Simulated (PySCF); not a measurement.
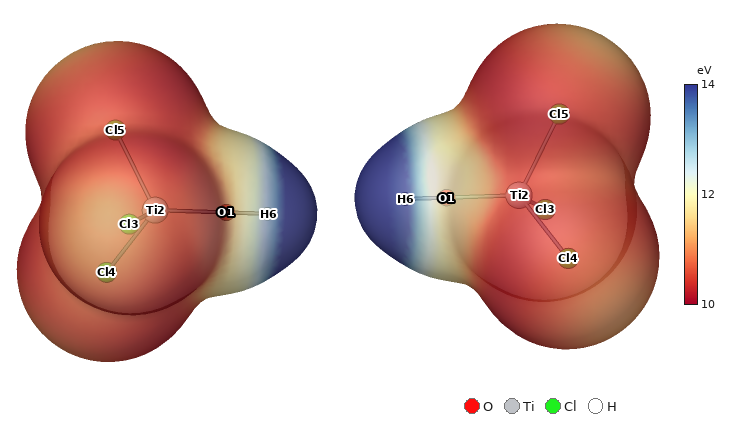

*Cl3HOTi, SMILES `O[Ti](Cl)(Cl)Cl`. Average local ionisation energy on the surface of electron density 0.001 a.u. (back view left, front view right).*

Method: B3LYP/def2-TZVP; geometry: GFN2-xTB; program: PySCF. This is a single-reference result, which may miss multireference character in this system. No frequency check shows the geometry to be a minimum. GFN2-xTB bond lengths at metals and heavier atoms can be off by up to 0.1 Å and shapes distorted, which carries into these values.

Where are the most loosely bound electrons on this surface?

Answer. The lowest value is 10.2 eV, 2.1 Å from Cl5, and at like points elsewhere. For comparison, the highest occupied orbital lies at −8.7 eV.

What volume does the surface enclose, and what is the dipole moment?

Answer. About 136 Å³; the dipole moment is 3.4 D.

The PySCF run took 19 s on 1 thread of Intel(R) Xeon(R) Platinum 8488C (Sapphire Rapids), on a shared host, peak memory 0.75 GiB.
